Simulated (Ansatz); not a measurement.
C6H3In (SMILES C#[C][In]([C]#C)[C]#C)

```yaml
atoms:
  - { symbol: C, position_ang: [-0.4610, -3.1158, 0.9154] }
  - { symbol: C, position_ang: [-0.2914, -1.9682, 0.5778] }
  - { symbol: In, position_ang: [-0.0001, 0.0003, -0.0005] }
  - { symbol: C, position_ang: [1.5576, 0.4851, -1.2784] }
  - { symbol: C, position_ang: [2.4658, 0.7673, -2.0234] }
  - { symbol: C, position_ang: [-1.2665, 1.4837, 0.6996] }
  - { symbol: C, position_ang: [-2.0048, 2.3483, 1.1082] }
  - { symbol: H, position_ang: [-0.6107, -4.1288, 1.2133] }
  - { symbol: H, position_ang: [3.2676, 1.0165, -2.6810] }
  - { symbol: H, position_ang: [-2.6566, 3.1115, 1.4690] }
```

Geometry: PBE0-D4/def2-TZVP; core potentials replace the inner electrons of In.

Level of theory: Ansatz 0.2.0, RKS PBE0-D4/def2-TZVPP.

**What can the converged electron density and electron localisation function tell about the bonding?**

C–C (1.21 Å): ρ is about 2.9 e/Å³ halfway; the ELF peaks at about 0.85 between the atoms (a multiple bond).
C–In (2.07 Å): ρ is about 0.75 e/Å³ halfway; the ELF peaks at about 0.90 in the valence shell of C, 0.7 Å from its nucleus, and drops to about 0.20 between the two atoms.
C–H (1.07 Å): the density is about 2.1 e/Å³ at the midpoint; the ELF climbs to about 1 towards the hydrogen, as it does in any bond to H; a covalent bond by its length.

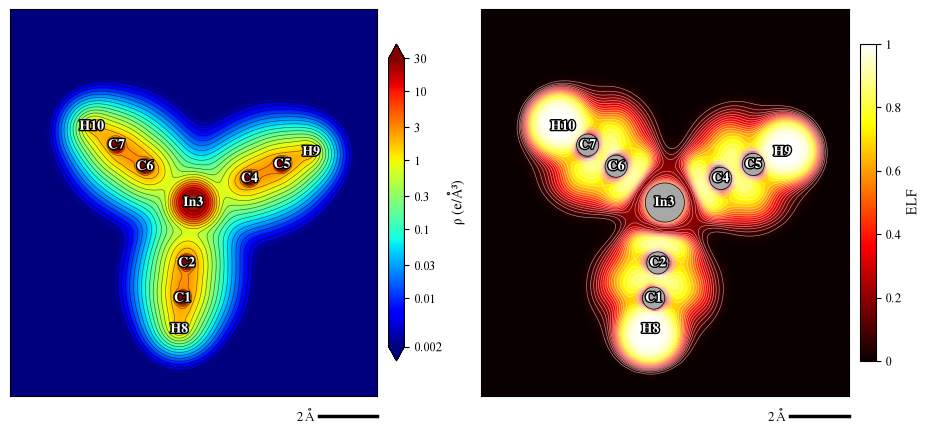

Computed electron density and electron localisation function on the molecular plane, in this order. Grey discs cover the atomic cores in the ELF map. 
